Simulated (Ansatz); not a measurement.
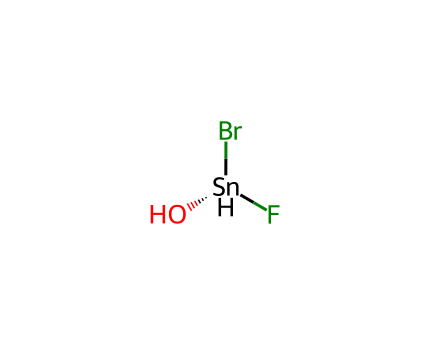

A structural formula.

Transcribe the drawing into SMILES.

Answer. [OH][Sn@@H]([F])[Br]

Give the formula, hydrogens included.

Answer. BrFH2OSn.

An optimisation with PBE0-D4/def2-TZVP gave a structure of which point group?

Answer. C1.

More results for the same structure follow; atom numbers are the same in all pictures, views and colours differ. Computed geometry: PBE0-D4/def2-TZVP optimisation.

## Vibrations

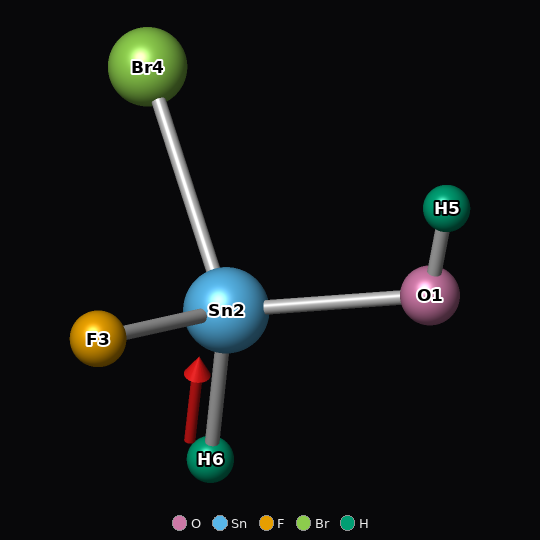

The arrows show one normal mode. Harmonic vibrations computed with RKS PBE0-D4/def2-TZVP, core potentials on Sn (Ansatz 0.2.0) at a stationary point of the same level.

What kind of motion is it?

Answer. Mostly Sn–H stretching.

At what wavenumber does it lie?

Answer. 2023 cm⁻¹; it is mode 11 of 12 counted from the lowest.

## Electronic properties

Method: RKS r2SCAN0-D4/def2-TZVPP, core potentials on Sn (Ansatz 0.2.0).

What is the LUMO energy (Kohn–Sham orbital)?

Answer. −1.72 eV.

Estimate the HOMO energy (Kohn–Sham orbital).

Answer. −9.17 eV.

## Dipole moment

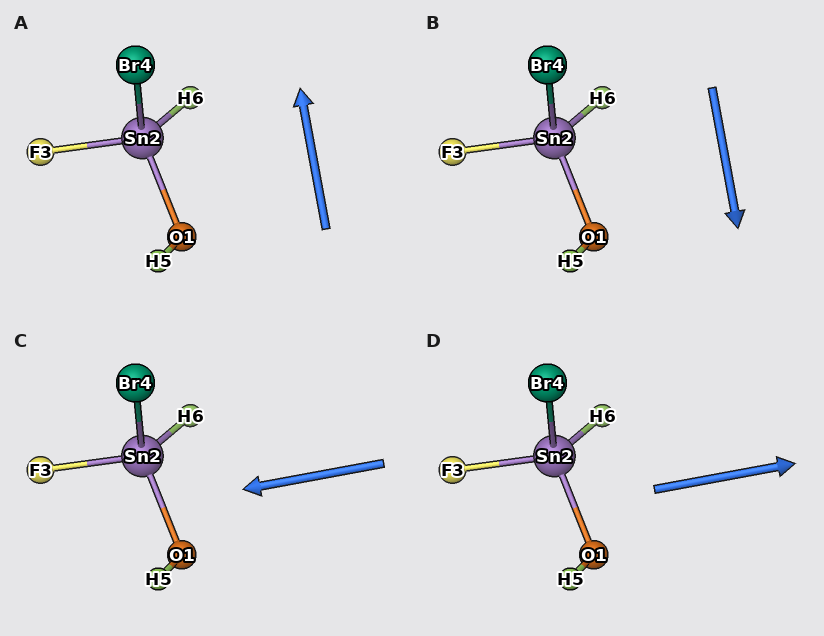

The same molecule four times, each with an arrow. Method: RKS PBE0-D4/def2-TZVP, core potentials on Sn (Ansatz 0.2.0).

Which arrow points along the dipole moment, from the negative to the positive end?

Answer. D. The dipole moment is 1.47 D; it points from the side of F3 to the side of H6 (the outermost atoms at the two ends).

## Charges

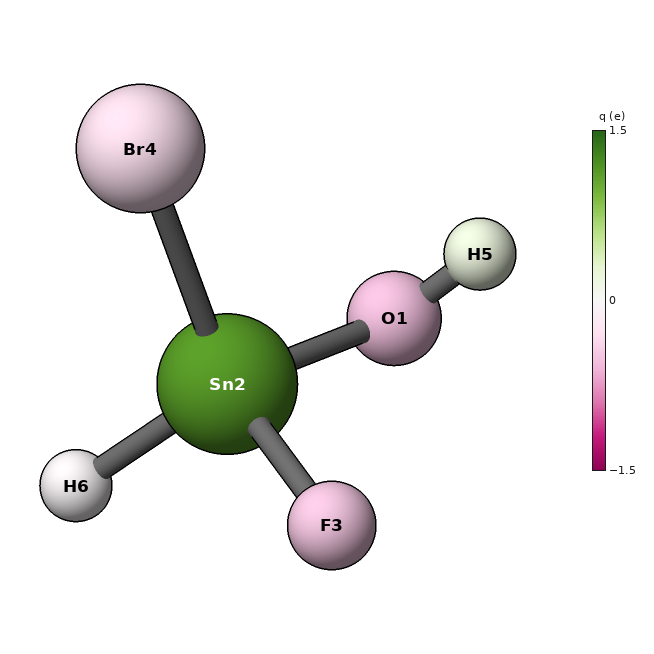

Atoms are coloured by their Mulliken charges. Level of theory: RKS ωB97M-V/def2-TZVPP, core potentials on Sn (Ansatz 0.2.0).

List the Mulliken charges.

```tsv
atom	value (e)
O1	−0.51
Sn2	1.12
F3	−0.47
Br4	−0.29
H5	0.19
H6	−0.04
```

Mulliken values depend strongly on the basis set and can even reverse the polarity of a bond.
